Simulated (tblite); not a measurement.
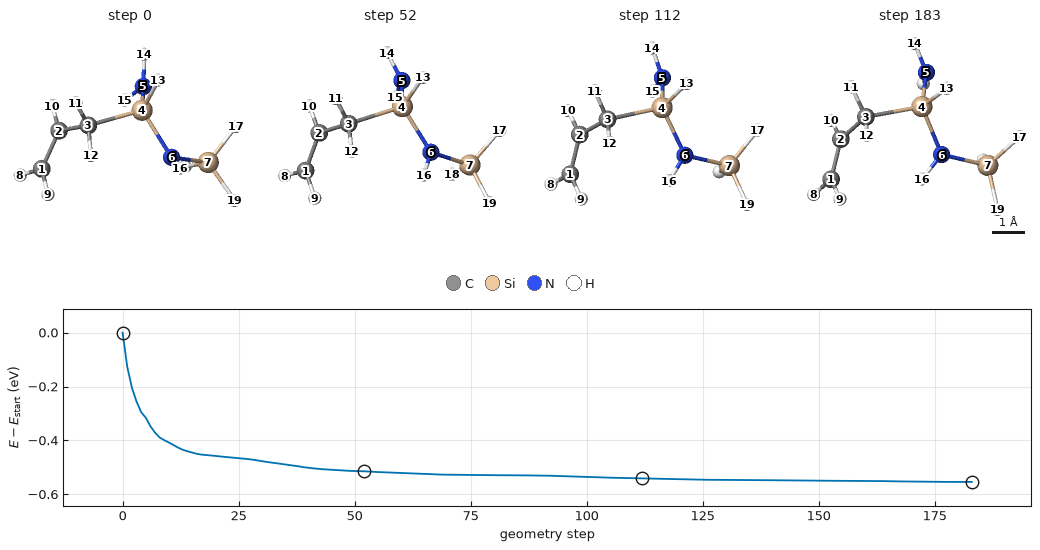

Frames of a relaxation of C₃H₁₂N₂Si₂, marked on the history of the run. Style: ball-and-stick. Shown at a tilt.

These are results of GFN2-xTB geometry optimisation, gas phase in tblite 0.8.0, not measurements. 

> Describe the path.

Over 183 geometry steps the energy falls by 0.554 eV. H16 moves most after the best rigid fit: 1.88 Å. Largest moves by element: H 1.88 Å, N 0.64 Å, C 0.54 Å, Si 0.12 Å. Some distances before and after: C3–Si4 1.871 → 1.919 Å, Si4–N6 1.770 → 1.727 Å, Si4–N5 1.762 → 1.724 Å, N6–Si7 1.763 → 1.727 Å. Among the angles between lasting bonds that change: Si4–N6–Si7 115.4° → 128.9°, C1–C2–C3 115.7° → 124.9°, C3–C2–H10 122.6° → 115.4°. Groups turn about C3–Si4 by about 45°, Si4–N5 by about 45°. Cost: 2.4 s on 1 thread of Arm Neoverse N1 (shared host). From step 0 to 52: H16 moves most (0.76 Å), energy −0.515 eV. From step 52 to 112: H16 moves most (0.74 Å), energy −0.026 eV. From step 112 to 183: H atoms move most (0.45 Å), energy −0.013 eV.
